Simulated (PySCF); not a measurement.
C5H10NSi (doublet)

```yaml
atoms:
  - { symbol: C, position_ang: [-2.7364, 1.0719, -0.2971] }
  - { symbol: C, position_ang: [-1.6332, 0.3586, -0.2271] }
  - { symbol: C, position_ang: [-0.2877, 0.4500, -0.9082] }
  - { symbol: C, position_ang: [0.1253, -0.7218, -0.0658] }
  - { symbol: N, position_ang: [1.3613, -0.9574, 0.4735] }
  - { symbol: Si, position_ang: [2.8369, -0.1048, 0.1571] }
  - { symbol: C, position_ang: [-1.2146, -0.8253, 0.6146] }
  - { symbol: H, position_ang: [-2.8252, 1.9133, -0.9641] }
  - { symbol: H, position_ang: [-3.5970, 0.8452, 0.3103] }
  - { symbol: H, position_ang: [0.2642, 1.3803, -0.7287] }
  - { symbol: H, position_ang: [-0.3091, 0.2791, -1.9883] }
  - { symbol: H, position_ang: [1.3243, -1.5828, 1.2659] }
  - { symbol: H, position_ang: [3.8383, -0.9410, 0.8132] }
  - { symbol: H, position_ang: [2.9766, -0.0197, -1.2969] }
  - { symbol: H, position_ang: [2.8710, 1.2593, 0.7112] }
  - { symbol: H, position_ang: [-1.2247, -0.6482, 1.6974] }
  - { symbol: H, position_ang: [-1.7771, -1.7446, 0.4231] }
```

Geometry: GFN2-xTB.

These are results of PySCF 2.14.0, density-fitted response routines, UKS B3LYP, pcH-1 on C H N Si, non-relativistic, mean-field spin-orbit, GIAO, not measurements.

> What can the converged electron density, electron localisation function and spin density tell about the bonding?

C–C (1.32 Å): the density is about 2.4 e/Å³ at the midpoint; the ELF peaks at about 0.90 between the atoms; a multiple bond.
C–C (1.50 Å): the density is about 1.7 e/Å³ at the midpoint; the ELF peaks at about 0.95 between the atoms: a shared electron pair.
C–H (1.08 Å): ρ is about 2 e/Å³ halfway; the ELF climbs to about 1 towards the hydrogen, as it does in any bond to H; an ordinary covalent bond to hydrogen.
The unpaired spin (1 electron) lies mostly on C4 (about 0.5) and N5 (about 0.2), in electrons by Hirshfeld's partition.

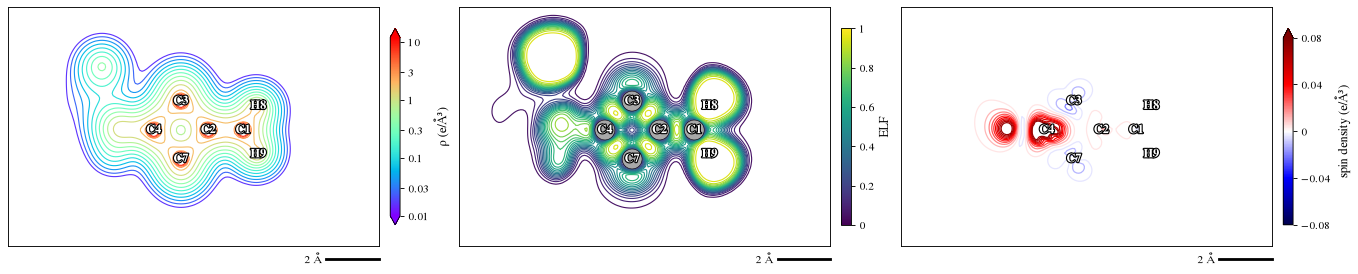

Computed electron density, electron localisation function and spin density on the plane of atoms C2, C7 and C4, in this order. Grey discs cover the atomic cores in the ELF map. 
